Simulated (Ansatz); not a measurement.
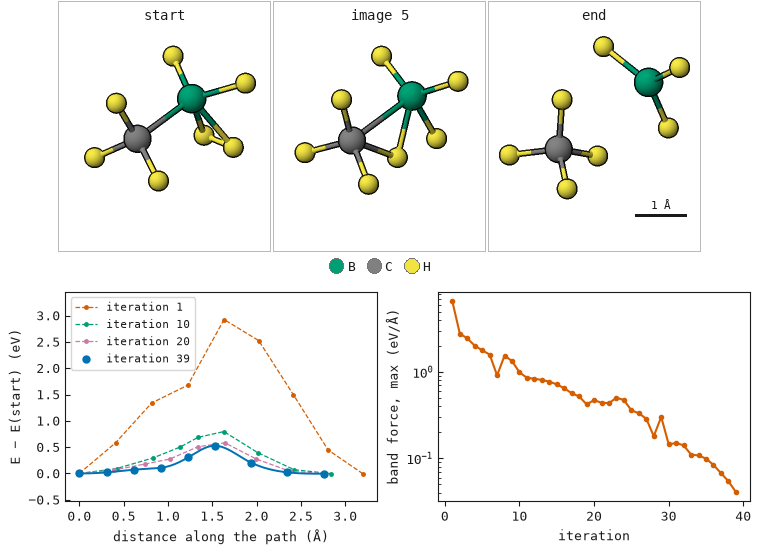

A nudged-elastic-band calculation for CH7B. Images are numbered from 0 (start) to 8 (end). The plot follows the band through its iterations. A ball-and-stick model, seen from a free direction.

The calculation used RKS PBE0-D4/def2-SVP in Ansatz 0.2.0. Run with 7 movable images; climbing image; force threshold 0.05 eV/Å; iteration limit 60; optimiser FIRE; largest step 0.5 Å; starting path through a guess of the saddle point.

**Judge this run.**

The run is converged, with reservations. The band converged in 39 iterations. The largest component of the band force went from 6.6 to 0.041 eV/Å. The climbing image converged on the top of the path. Its curvatures weren't checked. The step length is far from the usual. The first iteration put the highest image at 2.92 eV. Forward barrier 0.53 eV, backward barrier 0.53 eV, with image 5 at the top; the reaction energy is 0.00 eV.
